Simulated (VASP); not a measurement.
Band structure of BeCd3Te4 (ordered alloy cell). Computed with PBEsol GGA, VASP's PBE PAW potentials (set 64) (plane waves; VASP).

Unless said otherwise, spin-orbit coupling is left out, though it shifts the bands of the heavy elements here.

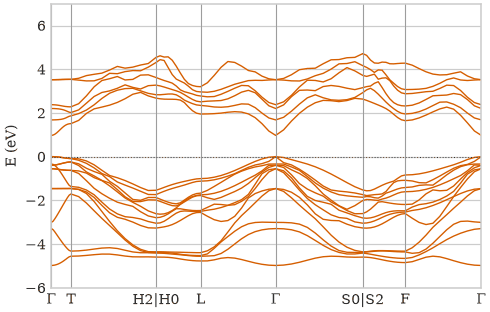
Fig. 1. Bands along high-symmetry lines, zero at the valence-band maximum or, without a gap, the Fermi level

**Question.** Read the plot: is there a gap, and where are the band edges?

**Answer.** The gap is direct, 0.97 eV, from the valence maximum at Γ to the conduction minimum at Γ. (Edges off the drawn lines would not show.)

The structure was generated: BeCd3Te4 was put into an ordered model structure (R3m), which need not be its known phase. It was relaxed first.
